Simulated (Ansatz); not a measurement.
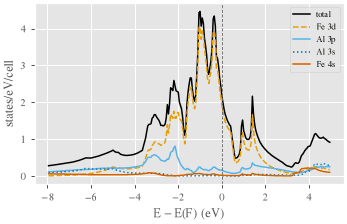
Fig. 1. Total and projected density of states of AlFe (CsCl type, space group No. 221), the program Ansatz at the PBE level (PAW)

Which orbitals carry the states next to the Fermi level?

Within 0.5 eV of the Fermi level: Fe 3d 90 %, Al 3p 6 %. Projections are on Löwdin-orthogonalised atomic valence shells; empty p or d shells of many metals are not among them.

Where is the tallest occupied peak in this window, and what makes it?

Near -1.0 eV, about 4.5 states/eV per cell; the largest projected share is Fe 3d.

Space group Pm-3m (CsCl type). The PBE relaxation kept the symmetry of its start. Magnetic state: ferromagnetic, chosen from 4 collinear starts compared on coarse meshes (ties went to the first, and starts can fall back to one state), not a proven ground state.

Potentials: the later of the program's two PAW sets.
